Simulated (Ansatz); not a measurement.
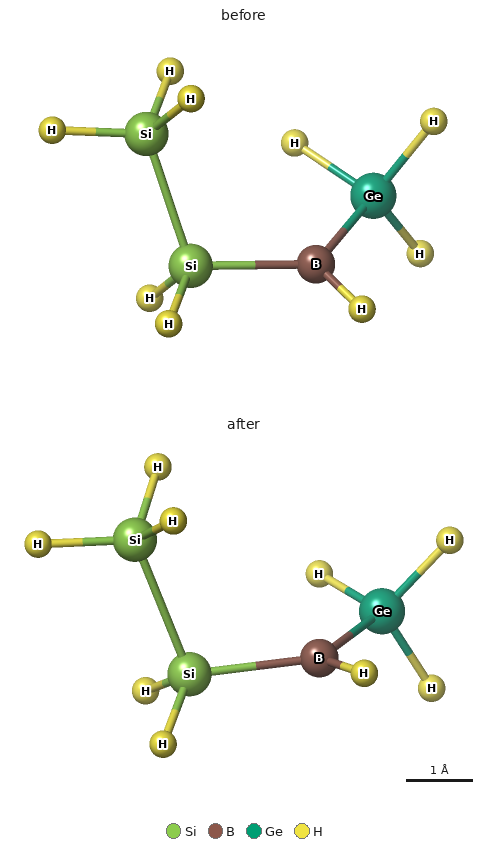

The structure of BGeSi2H9 before (top) and after (bottom) a relaxation, at one scale.

A ball-and-stick model, seen at a tilt.

The run prepares an end point of a later path (hydrogen shift) calculation, from a guessed geometry.

The calculation used RKS BHLYP/def2-SVP (Ansatz 0.2.0).

Input file:
```yaml
crystal:
  periodic: [false, false, false]
  atoms:
    - { symbol: Si, position_ang: [-1.6432, -0.0975, 1.3071] }
    - { symbol: Si, position_ang: [0.2513, -1.0787, 0.9091] }
    - { symbol: B, position_ang: [1.3816, 0.1162, -0.1022] }
    - { symbol: Ge, position_ang: [0.9122, 0.8037, -1.9024] }
    - { symbol: H, position_ang: [-1.45, 1.1642, 2.0562] }
    - { symbol: H, position_ang: [-2.3174, 0.3139, 0.0103] }
    - { symbol: H, position_ang: [-2.5512, -0.9503, 2.0519] }
    - { symbol: H, position_ang: [0.0578, -2.2803, 0.12] }
    - { symbol: H, position_ang: [0.8944, -1.4053, 2.2319] }
    - { symbol: H, position_ang: [2.4556, 0.4472, 0.388] }
    - { symbol: H, position_ang: [-0.5656, 0.2095, -2.2236] }
    - { symbol: H, position_ang: [1.8875, 0.3558, -2.9509] }
    - { symbol: H, position_ang: [0.7075, 2.3669, -1.8805] }
basis:
  gaussian: { orbitals: def2-SVP }
hamiltonian:
  xc: { name: BHLYP }
relax:
  f_tol: 0.02
  max_steps: 50
```

Launched with:
```bash
ansatz run input.yaml --threads 2 --pin off --max-ram 3072MiB --backend cpu --events-out ev --progress --plain --runs-dir out
```

Q: Describe what moved and what it gained.

A: The energy falls by 57.0 kJ/mol in 12 geometry steps. The largest force component goes from 2.4 to 0.013 eV/Å. The largest moves after the best rigid fit, 0.73 Å, are those of H10 and H11. Largest moves by element: H 0.73 Å, Si 0.33 Å, Ge 0.27 Å, B 0.24 Å. Some distances before and after: Si1–Si2 2.170 → 2.364 Å, Ge4–H11 1.625 → 1.534 Å, B3–Ge4 1.983 → 2.068 Å, Si2–B3 1.931 → 2.001 Å. Among the angles between lasting bonds that change: B3–Ge4–H11 105.5° → 113.7°, B3–Si2–H8 107.8° → 113.5°, H12–Ge4–H13 113.0° → 107.5°. Groups turn about Si2–B3 by about 30°. The run took 57 s on 2 threads of Intel(R) Xeon(R) Platinum 8488C (Sapphire Rapids), with other jobs on the host, peak memory 0.35 GiB.
